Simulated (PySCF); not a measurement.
**BCl (SMILES [B]Cl): r2SCAN/STO-3G**

What is the vertical singlet–triplet gap of BCl at r2SCAN/STO-3G? 

Program for the calculation: PySCF 2.14.0.

12 further runs of the same task are left out: 3 that didn't finish, 9 set aside as unsound or not needed.

## 1. The structure to begin with

The species is BCl (2 atoms), meant as a singlet with charge 0. As SMILES, `[B]Cl`. Geometry: relaxed at GFN2-xTB.

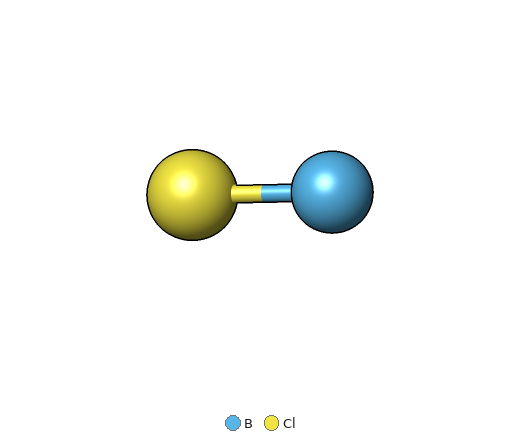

The structure, seen from a chosen angle (boron blue, chlorine yellow).

## 2. The energy at r2SCAN/STO-3G

Contents of job.py:

```python
from pyscf import gto, dft

mol = gto.M(
    atom='''
B      0.000000     0.000000     0.000000
Cl     0.000000     0.000000     1.578530
''',
    basis='sto-3g',
    charge=0,
    max_memory=1860,
    spin=0,
    verbose=3,
)

mf = dft.RKS(mol)
mf.xc = 'r2scan'
mf.grids.level = 5
mf.conv_tol = 1e-10
mf.kernel()
if not mf.converged:
    mf = mf.newton().run(mf.mo_coeff, mf.mo_occ)

e_tot = mf.e_tot
print('E = %.10f Eh' % e_tot)
```

On the command line:

```bash
OMP_NUM_THREADS=1 python job.py
```

What it wrote:

```text
converged SCF energy = -479.562343053916
E = -479.5623430539 Eh
```

Run time: 2.6 s. Hardware: 1 thread of Arm Neoverse N1, shared host; peak memory 0.16 GiB.

## 3. The triplet at the same level

Contents of mol.xyz:

```xyz
2

B      0.000000     0.000000     0.000000
Cl     0.000000     0.000000     1.578530
```

Contents of job.py:

```python
from pyscf import gto, dft

mol = gto.M(
    atom='mol.xyz',
    verbose=3,
    charge=0,
    max_memory=1860,
    spin=2,
    basis='sto-3g',
)

myscf = dft.UKS(mol, xc='r2scan')
myscf.grids.level = 5
myscf.conv_tol = 1e-10
myscf.kernel()
if not myscf.converged:
    myscf = myscf.newton().run(myscf.mo_coeff, myscf.mo_occ)

e_final = myscf.e_tot
print(f'total energy: {e_final:.8f} hartree')
```

On the command line:

```bash
OMP_NUM_THREADS=1 python job.py
```

What it wrote:

```text
WARN: HOMO -0.00558623267094435 >= LUMO -0.187059972665472

converged SCF energy = -479.500573952922  <S^2> = 2.0087073  2S+1 = 3.0057993
total energy: -479.50057395 hartree
```

It took 11 s on 1 thread of Arm Neoverse N1, shared host; peak memory 0.18 GiB.

## 4. Outcome

At r2SCAN/STO-3G:

| quantity | value |
| --- | --- |
| singlet: total energy | -479.56234 Eh |
| singlet: dipole moment | 1.01 D |
| singlet: HOMO energy | -2.96 eV |
| singlet: LUMO energy | 1.14 eV |
| singlet: HOMO–LUMO gap | 4.10 eV |
| triplet: total energy | -479.50057 Eh |
| triplet: dipole moment | 0.90 D |
| triplet: HOMO energy (highest over α and β) | -0.80 eV |
| triplet: LUMO energy (lowest over α and β) | 0.22 eV |
| triplet: ⟨S²⟩ | 2.009 |
| vertical energy of the triplet above the singlet | 1.681 eV |

What this shows: At this shape the triplet lies 1.68 eV (162 kJ/mol) above the singlet. In a minimal basis such a difference can be off by several eV, whatever the method.
